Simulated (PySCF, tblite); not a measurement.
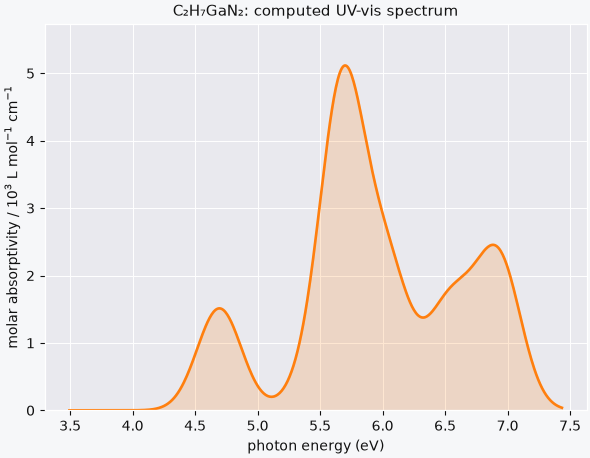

Computed absorption of C₂H₇GaN₂, SMILES C1C[NH][GaH][NH]1, singlet. Vertical TDDFT excitations, CAM-B3LYP/def2-SVPD, PySCF 2.14.0, at a GFN2-xTB geometry (a minimum by its frequencies), gas phase. Only the first 8 singlet excitations are included; each is broadened by a Gaussian of 1/e half-width 0.25 eV.

Question: Does any vertical transition fall in the visible?

Answer: No singlet lies below 3.1 eV (beyond 400 nm), so at this level no vertical transition falls in the visible.

Question: Where is the lowest singlet, and is it bright?

Answer: S1 lies at 4.69 eV (264 nm) with f = 0.023, mainly HOMO → LUMO (95 %); it is weak.

Note: the tight-binding geometry is rougher than a DFT one and adds to the error; one conformer of a flexible molecule; core orbitals are frozen in the response.
